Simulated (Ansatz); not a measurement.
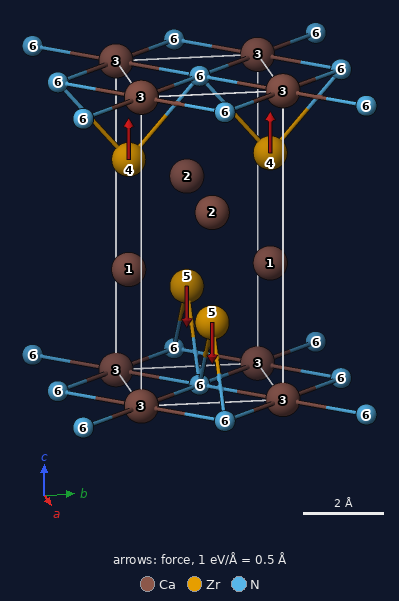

Starting geometry of a crystal of Ca3Zr2N (a generated structure, set up in P-4m2) (coarse preliminary run) with the computed forces as red arrows. Style: ball-and-stick. Shown: the cell of the calculation, slightly off an axis.

Theory: DFT PBE, scalar-relativistic, plane waves, PAW (Ansatz 0.2.0).

The input:
```yaml
crystal:
  lattice:
    - [3.6056288, 0.0, 0.0]
    - [0.0, 3.6056288, 0.0]
    - [0.0, 0.0, 8.00957897]
  atoms:
    - { symbol: Ca, position: [0.5, 0.0, 0.38354135] }
    - { symbol: Ca, position: [0.0, 0.5, 0.61645865] }
    - { symbol: Ca, position: [0.0, 0.0, 0.0] }
    - { symbol: Zr, position: [0.5, 0.0, 0.7398749] }
    - { symbol: Zr, position: [0.0, 0.5, 0.2601251] }
    - { symbol: "N", position: [0.5, 0.5, 0.0] }
basis:
  ecutwfc: 420
kpoints:
  mp_grid: { grid: [6, 6, 2] }
hamiltonian:
  xc: pbe
scf:
  occupations: { method: gaussian, width: 0.1 }
  lower_state_search: "off"
output:
  forces: true
  stress: true
  eigenvalues: true
relax:
  adjacent_minimum: "off"
  f_tol: 0.04
  max_steps: 70
  cell: { stress_tol: 0.4 }
```

Command:
```bash
ansatz run input.yaml --threads 1 --pin off --max-ram 2560MiB --backend cpu --events-out ev --progress --plain --runs-dir out
```

Question: Is this structure relaxed? If not, where do the atoms go?

Answer: It isn't relaxed: the largest force vector, on Zr atoms, is 2.20 eV/Å. The atoms end up moving mostly along the starting forces (cosine between the two patterns 0.99). The largest moves relative to the cell, 1.03 Å, are those of Zr4 and Zr5. Zr5 goes along −c. By element the largest moves are Zr 1.03 Å, Ca 0.11 Å. N stays in place. The drawn cell changes as follows: a = b 3.606 → 3.383 Å (−6.2 %), c 8.010 → 13.076 Å (+63.3 %); the volume changes by +43.7 %. Among the contacts that change: Ca1–Zr4 2.854 → 5.792 Å, Ca1–Ca2 3.159 → 4.042 Å, Ca1–Zr5 2.734 → 3.484 Å, Ca1–Ca1 3.606 → 3.383 Å. Among the angles between lasting bonds that change: N6–Zr4–N6 81.7° → 70.9°. The space group stays P-4m2 (No. 115). The energy falls by 1009 meV per atom in 17 accepted moves (20 points after the start). Largest force component: 2.2 eV/Å at the start, 0.0077 eV/Å at the end. Pressure: 22.25 GPa at the start and −0.02 GPa at the end. The SCF was repeated 3 times at an unchanged geometry on a basis and grid sized afresh for the cell, which shifted the energy by 83.1 meV per atom at most. The run took 72 s on 1 thread of AMD EPYC 9R45 96-Core Processor (Zen 5) (shared host), peak memory 0.45 GiB.

Limits of the set-up: the k-point mesh is coarse for a cell with partly filled bands.
